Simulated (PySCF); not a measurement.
Input

```
{"job": {"kind": "nmr", "xc": "PBE0", "basis": "pcSseg-1"}, "charge": 0, "multiplicity": 1}
C      2.722341    -0.057096    -1.321232
Si     2.070873     0.879869     0.196832
C      0.641587    -0.099576     0.993031
C     -0.480079    -0.468424     0.028700
C     -1.193549     0.757597    -0.592216
Si    -3.013606     0.140061    -0.631238
Si    -1.999792    -1.425885     0.752420
H      3.592880     0.439416    -1.739007
H      1.974109    -0.116580    -2.106701
H      3.013560    -1.072825    -1.067247
H      3.151151     1.025842     1.184123
H      1.633321     2.222541    -0.208289
H      0.223274     0.475992     1.822348
H      1.042183    -1.017078     1.433183
H     -0.045531    -1.064621    -0.780945
H     -0.752756     1.061883    -1.541203
H     -1.098120     1.612920     0.078965
H     -3.450561    -0.258195    -1.976156
H     -3.981319     1.139701    -0.162041
H     -2.100356    -1.288353     2.211713
H     -1.958527    -2.870243     0.486678
```

Launched as:

```sh
OMP_NUM_THREADS=1 python probes_run.py task.json out
```

Geometry: GFN2-xTB.

Computed with PySCF 2.14.0, PBE0/pcSseg-1, SCF density, gas phase, non-relativistic.

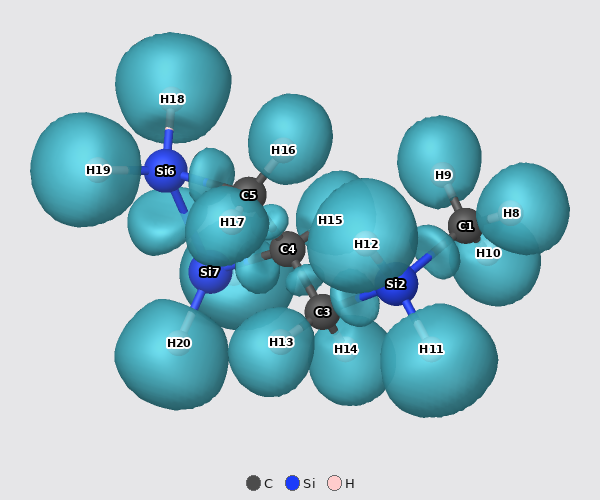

C4H14Si3. Isosurface of the electron localisation function at 0.85 (cyan), seen at a tilt. Core shells and regions of very low density are left out.

> What do the ELF domains correspond to?

At this value the surface marks out two regions between bonded C–C atoms (shared pairs), four regions between bonded C–Si atoms (shared pairs), one region between bonded Si–Si atoms (shared pairs) and 14 regions around hydrogen nuclei.

Values along the shortest contacts:
C–C (1.52 Å): the ELF peaks at about 0.95 between the atoms: a shared electron pair. C–Si (1.90 Å): the ELF peaks at about 0.95 between the atoms, as expected for a shared electron pair.
